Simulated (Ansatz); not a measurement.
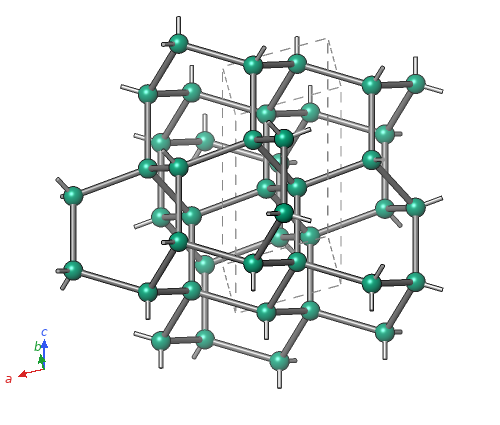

The picture shows a finite piece of the underlying net of a crystal structure, nodes on the atoms' positions. Nodes are coloured by topological kind. Short stubs are edges that leave the cut-out.

Q: Describe the net.

A: A uninodal 4-connected, three-periodic net. It is the lon net, known from lonsdaleite, wurtzite and tridymite.

Q: Give point symbol and coordination sequence.

A: 6^6, sequence 4, 12, 25, 44.

Origin of the net. BiB (space group P6_3mc, No. 186). Coordinates: coordinates from a relaxation with DFT, HSE06, plane waves, PAW (Ansatz); the starting structure was generated, so it need not be a known form of this composition. Bonds are taken as B–Bi below 2.7 Å; no other contact counts. Simplification: prune 0- and 1-connected atoms, fold 2-connected ones into links. B and Bi are 4-connected nodes.
